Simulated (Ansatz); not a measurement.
# One shape, several levels: HS (SMILES [SH])

Wanted: a comparison of 6 runs (UHF/3-21G, UHF/def2-TZVPPD, UB3LYP/6-31G*, UPBE/def2-TZVPPD, USVWN5/def2-TZVPPD, UCCSD/def2-TZVPPD) of HS. 

Program for the calculation: Ansatz 0.2.0.

10 further runs of the same task are left out: 10 set aside as unsound or not needed.

### Step 1. Starting point

HS has 2 atoms, charge 0, and is taken as a doublet. SMILES: `[SH]`. The S1–H2 distance was set to 2.395 Å, away from the relaxed value.

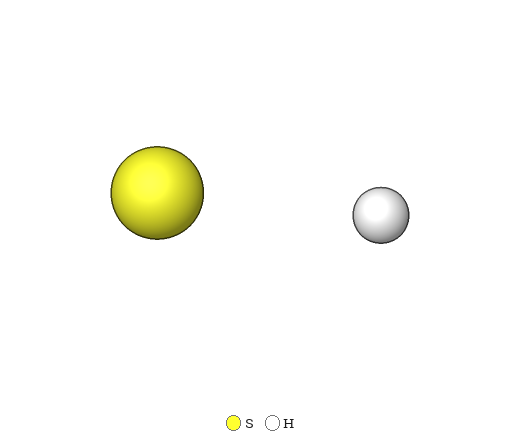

The structure, seen from a chosen angle (sulfur yellow, hydrogen white).

### Step 2. The energy at UHF/3-21G (run 1)

molecule.yaml reads:

```yaml
crystal:
  periodic: [false, false, false]
  atoms:
    - {symbol: S, position_ang: [1.476790, -0.482730, 0.759416]}
    - {symbol: H, position_ang: [-0.568010, 0.185670, -0.292090]}
basis:
  gaussian:
    orbitals: 3-21G.json
magnetization:
  spin_polarized: true
  initial_magnetization: 1
accuracy: high
hamiltonian:
  xc: hf
output: {orbitals: {seedname: orbitals}}
```

The basis set 3-21G is read from a file made from the Basis Set Exchange's data (not shown).

The run is started by

```bash
ansatz run molecule.yaml --threads 1 --pin off --max-ram 2610MiB --events-out events.jsonl --progress --plain --runs-dir runs
```

The program printed:

```text
Warning: RAYON_NUM_THREADS=1 ignored (pool sized by the plan → 1); use --threads N
Functional definition: HF
  name "HF"
  exchange = exact_x
  correlation = 0
265 factors; integrals over basis functions are off by at most 3.6e-9 eV
mean field evaluation 1: about -10774.4029 eV, gradient 7.0e0 eV
mean field evaluation 2: about -10774.4032 eV, gradient 7.0e0 eV
mean field evaluation 4: about -10775.4624 eV, gradient 2.2e0 eV
mean field evaluation 8: about -10775.3078 eV, gradient 2.9e-2 eV
mean field evaluation 16: about -10777.1633 eV, gradient 1.2e-4 eV
mean field evaluation 32: about -10768.7633 eV, gradient 6.9e0 eV
mean field evaluation 64: about -10776.6697 eV, gradient 2.4e-6 eV
mean field evaluation 96: about -10775.3076 eV, gradient 1.5e-1 eV
mean field -10777.16334709 eV, -396.0534479818 hartree, gradient 8.6e-9 eV, S^2 1.606364; 6 other end points of the search recorded, 0 dependent functions left out
reference -10777.16334709 eV, -396.0534479818 hartree; 9, 8 occupied and 6, 7 virtual orbitals, 265 factors
Total energy: -10777.16334709 eV, -396.0534479818 hartree
```

Wall time 0.16 s (1 thread of Intel Xeon Platinum 8375C at 2.90GHz (Ice Lake), shared host).

### Step 3. A single-point energy at UHF/def2-TZVPPD (run 2)

run.yaml reads:

```yaml
basis:
  gaussian:
    orbitals: def2-TZVPPD.json
crystal:
  periodic: [false, false, false]
  atoms:
    - {symbol: S, position_ang: [1.476790, -0.482730, 0.759416]}
    - {symbol: H, position_ang: [-0.568010, 0.185670, -0.292090]}
magnetization:
  spin_polarized: true
  initial_magnetization: 1
accuracy: high
total_charge: 0
hamiltonian:
  xc: hf
output: {orbitals: {seedname: orbitals}}
```

The basis set def2-TZVPPD is read from a file made from the Basis Set Exchange's data (not shown).

The run is started by

```bash
ansatz run run.yaml --threads 1 --pin off --max-ram 2610MiB --events-out events.jsonl --progress --plain --runs-dir runs
```

The program printed:

```text
Warning: RAYON_NUM_THREADS=1 ignored (pool sized by the plan → 1); use --threads N
[... 4 set-up lines as earlier in the session ...]
809 factors; integrals over basis functions are off by at most 3.4e-9 eV
mean field evaluation 1: about -10827.7368 eV, gradient 8.0e0 eV
mean field evaluation 2: about -10827.7374 eV, gradient 8.0e0 eV
mean field evaluation 4: about -10828.7392 eV, gradient 2.4e0 eV
mean field evaluation 8: about -10828.6099 eV, gradient 1.9e-1 eV
mean field evaluation 16: about -10830.3238 eV, gradient 9.7e-4 eV
mean field evaluation 32: about -10830.3238 eV, gradient 2.6e-8 eV
mean field evaluation 64: about -10829.9157 eV, gradient 1.9e-1 eV
mean field evaluation 96: about -10829.0081 eV, gradient 5.4e0 eV
mean field evaluation 128: about -10828.6102 eV, gradient 4.1e-3 eV
mean field -10830.32378437 eV, -398.0070580186 hartree, gradient 1.0e-8 eV, S^2 1.618779; 7 other end points of the search recorded, 0 dependent functions left out
reference -10830.32378437 eV, -398.0070580186 hartree; 9, 8 occupied and 59, 60 virtual orbitals, 809 factors
Total energy: -10830.32378437 eV, -398.0070580186 hartree
```

It took 2 s on 1 thread of Intel Xeon Platinum 8375C at 2.90GHz (Ice Lake), shared host; peak memory 0.12 GiB.

Runs 3 to 5 aren't shown in full; the table further down has their settings and results.

### Step 4. A single-point energy at UCCSD/def2-TZVPPD (run 6)

input.yaml reads:

```yaml
crystal:
  periodic: [false, false, false]
  atoms:
    - symbol: S
      position_ang: [1.476790, -0.482730, 0.759416]
    - symbol: H
      position_ang: [-0.568010, 0.185670, -0.292090]
basis:
  gaussian:
    orbitals: def2-TZVPPD.json
magnetization:
  spin_polarized: true
  initial_magnetization: 1
correlation:
  method: ccsd
  frozen_orbitals: {H: 0, S: 5}
accuracy: high
scf:
  omitted_lower_state_checks: [cluster_reference, increment]
```

The basis set def2-TZVPPD is read from a file made from the Basis Set Exchange's data (not shown).

The run is started by

```bash
ansatz run input.yaml --threads 1 --pin off --max-ram 2610MiB --events-out events.jsonl --progress --plain --runs-dir runs
```

The program printed:

```text
Warning: RAYON_NUM_THREADS=1 ignored (pool sized by the plan → 1); use --threads N
[... 17 lines left out ...]
5 core orbitals not correlated: weight in the atoms' cores, before any rotation towards them, 1.000 or more for the frozen orbitals, at most 0.000 for the correlated occupied ones
[... 38 lines left out ...]
Total energy: -10834.47240290 eV, -398.1595169375 hartree
Checks for a lower state left out: cluster_reference, increment
```

Wall time 5.7 s (1 thread of Intel Xeon Platinum 8375C at 2.90GHz (Ice Lake), shared host); peak memory 0.33 GiB.

### Step 5. The series

```csv
run,level,Cartesian functions,frozen core orbitals,energy (Eh),HOMO energy (eV),LUMO energy (eV),⟨S²⟩,wall time
1,UHF/3-21G,no,–,-396.053448,-9.94,0.37,1.606,0.16 s
2,UHF/def2-TZVPPD,no,–,-398.007058,-10.32,-0.02,1.619,2 s
3,UB3LYP/6-31G* (Cartesian functions),yes,–,-398.628818,-6.92,-4.70,1.262,1.6 s
4,UPBE/def2-TZVPPD,no,–,-398.464671,-6.05,-5.58,1.151,4.2 s
5,USVWN5/def2-TZVPPD,no,–,-397.246123,-6.09,-6.08,0.937,2 s
6,UCCSD/def2-TZVPPD,no,5,-398.159517,–,–,1.619,5.7 s
```

### Step 6. Outcome

```
                                          quantity          value
                               run 6: total energy  -398.15952 Eh
run 6: correlation energy (5 core orbitals frozen)     -152.5 mEh
          run 6: ⟨S²⟩ of the reference determinant          1.619
                              run 6: T1 diagnostic          0.050
```

In words: Totals of different functionals can't be ranked against each other. Spin contamination of the reference: run 2 ⟨S²⟩ = 1.62, run 6 ⟨S²⟩ = 1.62, run 1 ⟨S²⟩ = 1.61, run 3 ⟨S²⟩ = 1.26, run 4 ⟨S²⟩ = 1.15, run 5 ⟨S²⟩ = 0.94. Where it is this large, the reference is a mixture of spin states, and values that rest on it are in doubt. All runs together took 16 s, the longest 5.7 s.
